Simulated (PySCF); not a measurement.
```yaml
atoms:
  - { symbol: F, position_ang: [3.0107, 0.2069, 0.7441] }
  - { symbol: B, position_ang: [1.9893, -0.2308, 0.0217] }
  - { symbol: F, position_ang: [2.3104, -0.5250, -1.2268] }
  - { symbol: C, position_ang: [0.5500, -0.3165, 0.5848] }
  - { symbol: C, position_ang: [-0.5212, -1.0809, -0.2353] }
  - { symbol: C, position_ang: [-1.5515, 0.0474, -0.4915] }
  - { symbol: Si, position_ang: [-0.4530, 1.3209, 0.3966] }
  - { symbol: F, position_ang: [0.2047, 2.4181, -0.5875] }
  - { symbol: H, position_ang: [0.5629, -0.6253, 1.6293] }
  - { symbol: H, position_ang: [-0.1096, -1.4694, -1.1645] }
  - { symbol: H, position_ang: [-0.9431, -1.9113, 0.3266] }
  - { symbol: H, position_ang: [-1.7216, 0.2344, -1.5500] }
  - { symbol: H, position_ang: [-2.5208, -0.1575, -0.0432] }
  - { symbol: H, position_ang: [-0.8078, 2.0885, 1.5735] }
```

Geometry: GFN2-xTB.

Computed with PBE0/def2-SVPD, SCF density, gas phase (PySCF 2.14.0).

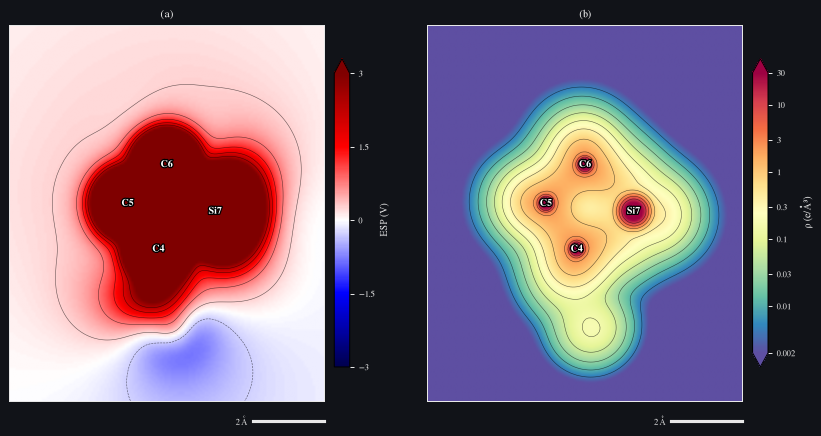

C₃H₆BF₃Si. (a) electrostatic potential; (b) electron density on the plane of atoms C5, C6 and Si7.

Describe what can be read from this map.

- The section cuts through C and Si sites.
- C–C (1.55 Å): ρ at the midpoint is about 1.6 e/Å³.
- C–Si (1.90 Å): the density is about 0.93 e/Å³ at the midpoint.
- Outside the dense part of the molecule the potential is most negative (−0.8 V) near F1, which lies off the plane.
